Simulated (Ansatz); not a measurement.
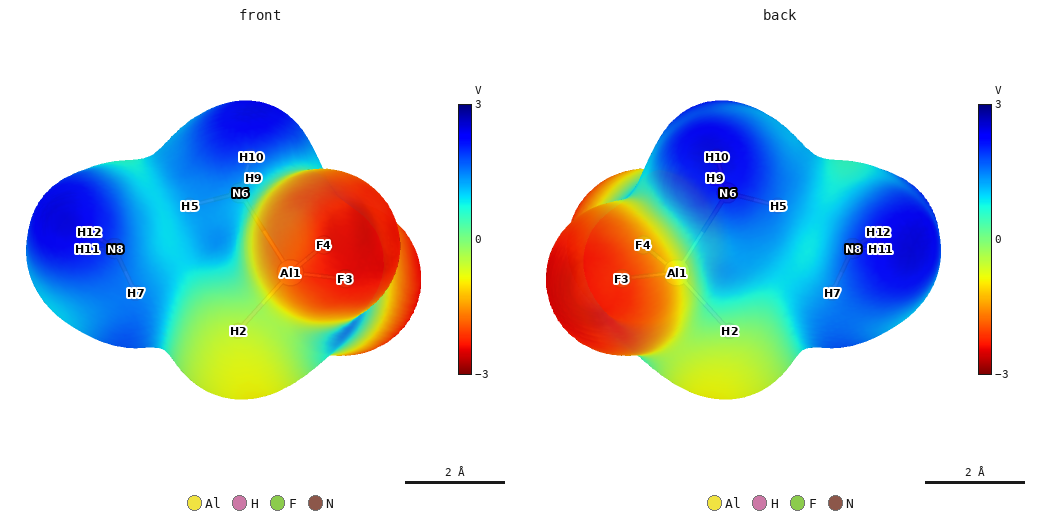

Figure 1: AlF2H4N···NH3. The molecular electrostatic potential painted on the density surface at 0.002 e/bohr³, seen from the front and from behind; the colour scale runs from red (negative) to blue (positive).

Computed with UKS CAM-B3LYP-D4/6-31G in Ansatz.

| atom | x (Å) | y (Å) | z (Å) |
| --- | --- | --- | --- |
| Al | -1.3456 | -0.4887 | -0.9632 |
| H | -0.1581 | -0.0474 | -1.9407 |
| F | -1.8214 | -2.1347 | -1.0468 |
| F | -2.6483 | 0.6186 | -0.8050 |
| H | 0.3507 | 0.0537 | 0.8067 |
| N | -0.6110 | -0.3834 | 0.8830 |
| H | 1.6019 | 0.6994 | -0.7866 |
| N | 1.8395 | 0.7859 | 0.1976 |
| H | -0.5618 | -1.3127 | 1.2988 |
| H | -1.2367 | 0.2008 | 1.4379 |
| H | 2.6672 | 0.2530 | 0.4371 |
| H | 1.9233 | 1.7553 | 0.4811 |

**Describe the electrostatic potential map.**

The most negative region (about −2.5 V) lies over F3 and F4, the most positive (about +2.5 V) over H9, H11 and H12.
